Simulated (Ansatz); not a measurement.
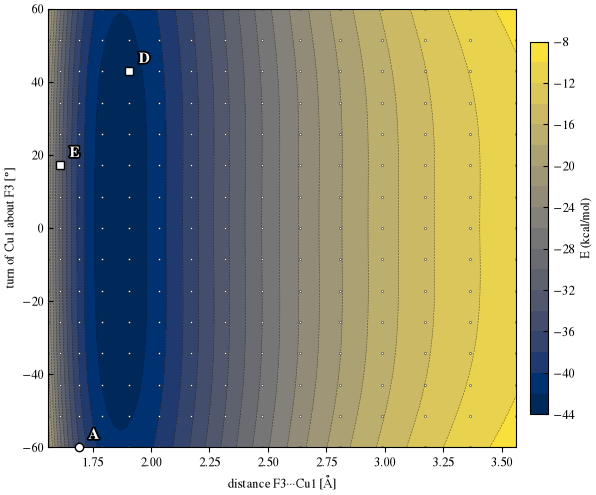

CuFH3Si, charge +1. 
- The turn is about an axis along (−0.99, −0.17, −0.03) in the frame of the relaxed pair, normal to the line between the partners.
- First axis: distance F3···Cu1. Second axis: turn of Cu1 about F3.
- The scan uses a 15 × 15 grid.
- Points are written as (first, second).
- All energies are given in kcal/mol relative to the ion and the molecule far apart, frozen as in the relaxed pair, each in its own basis (no counterpoise correction).
- These are results of RKS SPW92 (LDA)/def2-TZVPD in Ansatz, not measurements.

In the figure: filled contours, dots at the grid points, lettered points. Between grid points the surface is interpolated.

Is A the lowest point of the computed grid?

No. A lies 7.3 kcal/mol above the lowest grid point, which is at (1.906 Å, −8.6°).

Rank the lettered points by energy, lowest first.

D (−42.7 kcal/mol), A (−35.9 kcal/mol), E (−30.5 kcal/mol).
